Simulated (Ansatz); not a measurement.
**CH3BFNO: a short trajectory**

What does CH3BFNO do in its first 30 fs at constant energy, with the temperature set to 300 K?

Computed with Ansatz 0.2.0, Gaussian basis. Level: PBE/def2-SVP.

## Step 1: The relaxed structure

An earlier PBE0-D4 in a triple-zeta def2 set relaxation fixed the geometry.

SMILES `NB1OC1F`, 8 atoms, charge 0, spin multiplicity 1.

Atoms are counted from 1 here; the program's logs count them from 0.

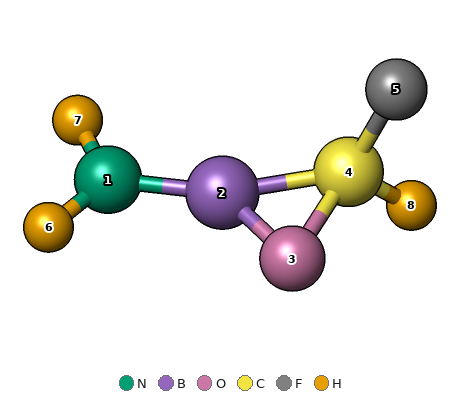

The structure; nitrogen teal, boron purple, oxygen pink, carbon yellow, fluorine grey, hydrogen amber; atoms are numbered from 1 in the order of the file.

## Step 2: Dynamics

in.yaml

```yaml
crystal:
  periodic: [false, false, false]
  atoms:
    - {symbol: N, position_ang: [-1.057930, 0.841376, -0.740584]}
    - {symbol: B, position_ang: [-0.218266, -0.009242, -0.052808]}
    - {symbol: O, position_ang: [-0.287542, -0.960421, 0.916171]}
    - {symbol: C, position_ang: [1.043987, -0.673811, 0.429673]}
    - {symbol: F, position_ang: [1.833214, -0.083273, 1.365044]}
    - {symbol: H, position_ang: [-2.047670, 0.883174, -0.566653]}
    - {symbol: H, position_ang: [-0.725653, 1.489854, -1.430507]}
    - {symbol: H, position_ang: [1.551763, -1.544756, 0.023964]}
basis:
  gaussian: {orbitals: def2-SVP}
hamiltonian: {xc: {name: PBE}}
md: {timestep: 1 fs, n_steps: 30, ensemble: nve, temperature: 300, initial_velocities: maxwell_boltzmann, seed: 345}
```

The run is started by

```bash
> ansatz run in.yaml --threads 2 --pin off --events-out ev --progress --plain --max-ram 4352MiB
```

Log:

```text
Functional definition: PBE
  name "PBE"
  cite "Perdew, Burke & Ernzerhof, Phys. Rev. Lett. 77, 3865 (1996) doi:10.1103/PhysRevLett.77.3865"
  parent pbe
  parameter kappa = 0.804
  parameter beta = 0.06672455060314922
  exchange = pbe_x(kappa = kappa, mu = beta*pi^2/3)
  correlation = pbe_c(beta = beta)
949 factors; their error is unknown
mean field evaluation 1: about -7993.4506 eV, gradient 6.6e1 eV
mean field evaluation 2: about -7978.9992 eV, gradient 1.0e2 eV
mean field evaluation 4: about -8002.0382 eV, gradient 7.3e0 eV
mean field evaluation 8: about -8002.1416 eV, gradient 2.0e-1 eV
mean field evaluation 16: about -8002.0940 eV, gradient 7.2e-5 eV
mean field -8002.09395562 eV, -294.0715288549 hartree, gradient 7.2e-5 eV, S^2 0.000000; 0 other end points of the search recorded, 0 dependent functions left out
the calculation of the forces begins
reference -8002.09398380 eV, -294.0715298906 hartree; 19, 19 occupied and 66, 66 virtual orbitals, 949 factors
md step     0: t =     0.00 fs  T =   300.0 K  F+E_penalty+E_count = -8002.09395562 eV  E_kin = 0.232668 eV  conserved = -8001.86128762 eV  (26 SCF iters)
these checks for a lower state are left out or cut short: starts, cluster_reference, orbital_swaps, neighbouring_geometries, increment
949 factors; their error is unknown
mean field -8002.08856900 eV, -294.0713309003 hartree, gradient 9.9e-6 eV, S^2 0.000000; 0 other end points of the search recorded, 0 dependent functions left out
the calculation of the forces begins
reference -8002.08859742 eV, -294.0713319448 hartree; 19, 19 occupied and 66, 66 virtual orbitals, 949 factors
md step     1: t =     1.00 fs  T =   293.7 K  F+E_penalty+E_count = -8002.08856900 eV  E_kin = 0.227817 eV  conserved = -8001.86075165 eV  (30 SCF iters)
these checks for a lower state are left out or cut short: starts, cluster_reference, orbital_swaps, neighbouring_geometries, increment
949 factors; their error is unknown
mean field -8002.04649703 eV, -294.0697847840 hartree, gradient 1.0e-5 eV, S^2 0.000000; 0 other end points of the search recorded, 0 dependent functions left out
the calculation of the forces begins
reference -8002.04652567 eV, -294.0697858363 hartree; 19, 19 occupied and 66, 66 virtual orbitals, 949 factors
md step     2: t =     2.00 fs  T =   243.4 K  F+E_penalty+E_count = -8002.04649703 eV  E_kin = 0.188801 eV  conserved = -8001.85769610 eV  (30 SCF iters)
[... from here on, the SCF cycles and remarks between the steps are left out ...]
md step     3: t =     3.00 fs  T =   201.0 K  F+E_penalty+E_count = -8002.01195289 eV  E_kin = 0.155858 eV  conserved = -8001.85609503 eV  (31 SCF iters)
md step     4: t =     4.00 fs  T =   196.4 K  F+E_penalty+E_count = -8002.00957775 eV  E_kin = 0.152291 eV  conserved = -8001.85728713 eV  (30 SCF iters)
md step     5: t =     5.00 fs  T =   207.3 K  F+E_penalty+E_count = -8002.02098261 eV  E_kin = 0.160780 eV  conserved = -8001.86020310 eV  (31 SCF iters)
md step     6: t =     6.00 fs  T =   186.0 K  F+E_penalty+E_count = -8002.00485103 eV  E_kin = 0.144279 eV  conserved = -8001.86057223 eV  (31 SCF iters)
md step     7: t =     7.00 fs  T =   135.5 K  F+E_penalty+E_count = -8001.96120331 eV  E_kin = 0.105103 eV  conserved = -8001.85610068 eV  (31 SCF iters)
md step     8: t =     8.00 fs  T =   125.6 K  F+E_penalty+E_count = -8001.95256479 eV  E_kin = 0.097407 eV  conserved = -8001.85515766 eV  (32 SCF iters)
md step     9: t =     9.00 fs  T =   168.7 K  F+E_penalty+E_count = -8001.99088070 eV  E_kin = 0.130804 eV  conserved = -8001.86007650 eV  (30 SCF iters)
md step    10: t =    10.00 fs  T =   189.1 K  F+E_penalty+E_count = -8002.00825560 eV  E_kin = 0.146673 eV  conserved = -8001.86158287 eV  (30 SCF iters)
md step    11: t =    11.00 fs  T =   155.4 K  F+E_penalty+E_count = -8001.97894364 eV  E_kin = 0.120535 eV  conserved = -8001.85840842 eV  (30 SCF iters)
md step    12: t =    12.00 fs  T =   117.6 K  F+E_penalty+E_count = -8001.94670689 eV  E_kin = 0.091240 eV  conserved = -8001.85546671 eV  (32 SCF iters)
md step    13: t =    13.00 fs  T =   127.6 K  F+E_penalty+E_count = -8001.95503331 eV  E_kin = 0.098932 eV  conserved = -8001.85610146 eV  (31 SCF iters)
md step    14: t =    14.00 fs  T =   173.8 K  F+E_penalty+E_count = -8001.99445676 eV  E_kin = 0.134823 eV  conserved = -8001.85963358 eV  (31 SCF iters)
md step    15: t =    15.00 fs  T =   195.5 K  F+E_penalty+E_count = -8002.01332713 eV  E_kin = 0.151594 eV  conserved = -8001.86173300 eV  (31 SCF iters)
md step    16: t =    16.00 fs  T =   163.0 K  F+E_penalty+E_count = -8001.98481731 eV  E_kin = 0.126443 eV  conserved = -8001.85837467 eV  (31 SCF iters)
md step    17: t =    17.00 fs  T =   133.3 K  F+E_penalty+E_count = -8001.95822016 eV  E_kin = 0.103362 eV  conserved = -8001.85485767 eV  (29 SCF iters)
md step    18: t =    18.00 fs  T =   159.1 K  F+E_penalty+E_count = -8001.98128973 eV  E_kin = 0.123390 eV  conserved = -8001.85789997 eV  (30 SCF iters)
md step    19: t =    19.00 fs  T =   195.5 K  F+E_penalty+E_count = -8002.01300464 eV  E_kin = 0.151618 eV  conserved = -8001.86138697 eV  (30 SCF iters)
md step    20: t =    20.00 fs  T =   181.2 K  F+E_penalty+E_count = -8002.00095902 eV  E_kin = 0.140504 eV  conserved = -8001.86045478 eV  (30 SCF iters)
md step    21: t =    21.00 fs  T =   126.8 K  F+E_penalty+E_count = -8001.95565048 eV  E_kin = 0.098378 eV  conserved = -8001.85727224 eV  (30 SCF iters)
md step    22: t =    22.00 fs  T =    88.3 K  F+E_penalty+E_count = -8001.92399178 eV  E_kin = 0.068506 eV  conserved = -8001.85548577 eV  (31 SCF iters)
md step    23: t =    23.00 fs  T =    96.9 K  F+E_penalty+E_count = -8001.93234402 eV  E_kin = 0.075144 eV  conserved = -8001.85719997 eV  (31 SCF iters)
md step    24: t =    24.00 fs  T =   121.7 K  F+E_penalty+E_count = -8001.95498066 eV  E_kin = 0.094351 eV  conserved = -8001.86062996 eV  (31 SCF iters)
md step    25: t =    25.00 fs  T =   109.1 K  F+E_penalty+E_count = -8001.94477427 eV  E_kin = 0.084582 eV  conserved = -8001.86019276 eV  (31 SCF iters)
md step    26: t =    26.00 fs  T =    72.3 K  F+E_penalty+E_count = -8001.91172573 eV  E_kin = 0.056107 eV  conserved = -8001.85561848 eV  (31 SCF iters)
md step    27: t =    27.00 fs  T =    81.6 K  F+E_penalty+E_count = -8001.91880091 eV  E_kin = 0.063271 eV  conserved = -8001.85553033 eV  (32 SCF iters)
md step    28: t =    28.00 fs  T =   139.8 K  F+E_penalty+E_count = -8001.96800227 eV  E_kin = 0.108411 eV  conserved = -8001.85959177 eV  (32 SCF iters)
md step    29: t =    29.00 fs  T =   182.4 K  F+E_penalty+E_count = -8002.00201028 eV  E_kin = 0.141486 eV  conserved = -8001.86052418 eV  (32 SCF iters)
these checks for a lower state are left out or cut short: starts, cluster_reference, orbital_swaps, neighbouring_geometries, increment
949 factors; their error is unknown
mean field -8002.00323405 eV, -294.0681948986 hartree, gradient 1.2e-5 eV, S^2 0.000000; 0 other end points of the search recorded, 0 dependent functions left out
the calculation of the forces begins
reference -8002.00326316 eV, -294.0681959686 hartree; 19, 19 occupied and 66, 66 virtual orbitals, 949 factors
949 factors; their error is unknown
mean field evaluation 256: about -8002.0519 eV, gradient 2.2e-1 eV
mean field -8002.00323405 eV, -294.0681948986 hartree, gradient 1.3e-5 eV, S^2 0.000000; 1 other end points of the search recorded, 0 dependent functions left out
the calculation of the forces begins
reference -8002.00326316 eV, -294.0681959686 hartree; 19, 19 occupied and 66, 66 virtual orbitals, 949 factors
md step    30: t =    30.00 fs  T =   186.9 K  F+E_penalty+E_count = -8002.00323405 eV  E_kin = 0.144955 eV  conserved = -8001.85827903 eV  (29 SCF iters)
Total energy: -8002.00326316 eV, -294.0681959686 hartree
Atom 0 at    -1.067588     0.882811    -0.731206 Å, force    -1.367842    -0.269286     0.268505 eV/Å
Atom 1 at    -0.227423    -0.034667    -0.094433 Å, force     1.032152    -0.031019    -0.072110 eV/Å
Atom 2 at    -0.309244    -0.966378     0.903818 Å, force     0.068057     0.161372     0.153084 eV/Å
Atom 3 at     1.076405    -0.706034     0.434162 Å, force    -0.424069    -0.068821     0.233481 eV/Å
Atom 4 at     1.851979    -0.062429     1.382419 Å, force    -0.379445    -0.234927    -0.417584 eV/Å
Atom 5 at    -2.083469     0.828476    -0.432165 Å, force     1.271108     0.299729    -0.643663 eV/Å
Atom 6 at    -0.876677     1.455194    -1.569792 Å, force    -0.035614    -0.389030     0.619501 eV/Å
Atom 7 at     1.575491    -1.672873     0.159949 Å, force    -0.164349     0.531983    -0.141212 eV/Å
Dipole moment:    -0.347412     0.211221    -0.560133 e Å
```

It took 33 s on 2 threads of Arm Neoverse V2, shared host.

## Step 3: Frames and traces

Every 2 steps, with energies from the start:

```csv
time (fs),T (K),potential (meV),conserved (meV),N1–H6 (Å)
0.0,300,0.0,0.00,1.006
2.0,243,47.5,3.59,1.061
4.0,196,84.4,4.00,1.058
6.0,186,89.1,0.72,1.001
8.0,126,141.4,6.13,0.977
10.0,189,85.7,-0.29,1.028
12.0,118,147.2,5.82,1.069
14.0,174,99.5,1.65,1.043
16.0,163,109.1,2.91,0.988
18.0,159,112.7,3.39,0.994
20.0,181,93.0,0.83,1.050
22.0,88,170.0,5.80,1.070
24.0,122,139.0,0.66,1.026
26.0,72,182.2,5.67,0.982
28.0,140,126.0,1.70,1.010
30.0,187,90.7,3.01,1.060
```

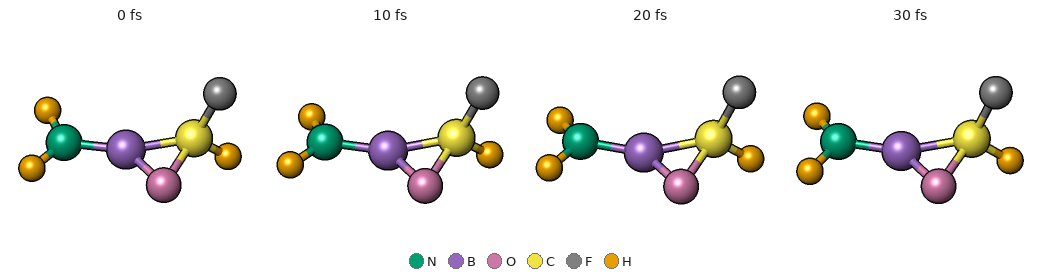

Four frames; sticks are those of the first frame.

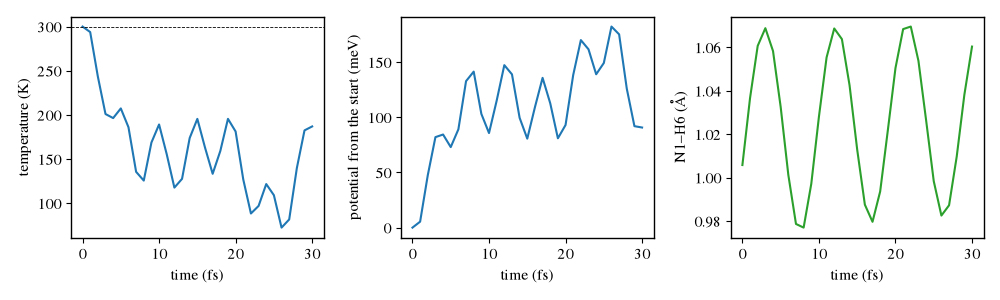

Temperature (the set value dashed), potential energy and the bond that swings most.

Positions (Å) and forces (eV/Å) at 30.0 fs:

```xyz
8

N    -1.068    0.883   -0.731   -1.368   -0.269    0.269
B    -0.227   -0.035   -0.094    1.032   -0.031   -0.072
O    -0.309   -0.966    0.904    0.068    0.161    0.153
C     1.076   -0.706    0.434   -0.424   -0.069    0.233
F     1.852   -0.062    1.382   -0.379   -0.235   -0.418
H    -2.083    0.828   -0.432    1.271    0.300   -0.644
H    -0.877    1.455   -1.570   -0.036   -0.389    0.620
H     1.575   -1.673    0.160   -0.164    0.532   -0.141
```

## Step 4: Summary of results

```
                              quantity                         value
                                length            30 steps of 1.0 fs
     temperature, first and last frame                    300, 187 K
              temperature, second half  mean 140 K, from 72 to 195 K
                swing of the potential                       182 meV
largest change of the conserved energy                      6.43 meV
                        range of N1–H6              0.977 to 1.070 Å
```

From 300 K at the start the temperature swings between 72 and 300 K: with 8 atoms it has no steady value yet; starting near a minimum, about half of the kinetic energy flows into the potential. The conserved energy moves by 6.43 meV, 3.5 % of the potential's swing. N1–H6 swings most, by 0.09 Å; no bond breaks. A run of 30 fs gives no averages.
